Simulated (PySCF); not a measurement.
The calculation's input:

```
{"job": {"kind": "nmr", "xc": "PBE0", "basis": "pcSseg-1"}, "charge": 0, "multiplicity": 1}
C     -2.270443    -1.623483     0.715505
Si    -2.063119     0.246536     0.438925
Si     0.155681     0.723475    -0.176503
Si     0.689050     2.938517    -0.695666
Si     1.829137    -0.624484     0.798860
C      1.880799    -1.471127    -0.919936
S      0.656132    -0.552548    -1.931222
H     -2.007068    -2.172672    -0.184304
H     -3.292092    -1.886908     0.974639
H     -1.624190    -1.975232     1.515513
H     -3.071344     0.687265    -0.533589
H     -2.348427     0.950980     1.698426
H      0.398491     3.727123     0.505612
H      2.092863     3.175081    -1.040946
H     -0.116922     3.490519    -1.784834
H      1.502991    -1.617627     1.830411
H      3.154949    -0.087629     1.124394
H      2.841088    -1.401338    -1.425932
H      1.582620    -2.517199    -0.916814
```

Run with:

```sh
OMP_NUM_THREADS=1 python probes_run.py task.json out
```

Geometry: GFN2-xTB.

These are results of PBE0/pcSseg-1, SCF density, gas phase, non-relativistic (PySCF), not measurements.

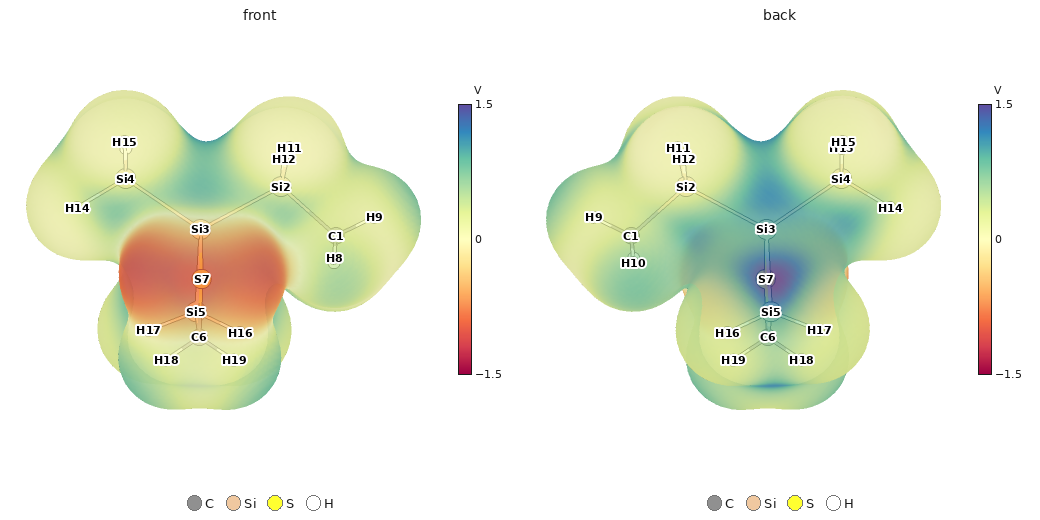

C₂H₁₂SSi₄. The electrostatic potential painted on the density surface at 0.002 e/bohr³, seen from the front and from behind; the colour scale runs from red (negative) to blue (positive).

Describe the electrostatic potential map.

The most negative region (about −1.0 V, or −23 kcal/mol for a unit charge) lies over S7, the most positive (about +1.4 V, or +32 kcal/mol for a unit charge) over Si5.

What dipole moment does the calculation give?

Its dipole moment is 1.92 D.
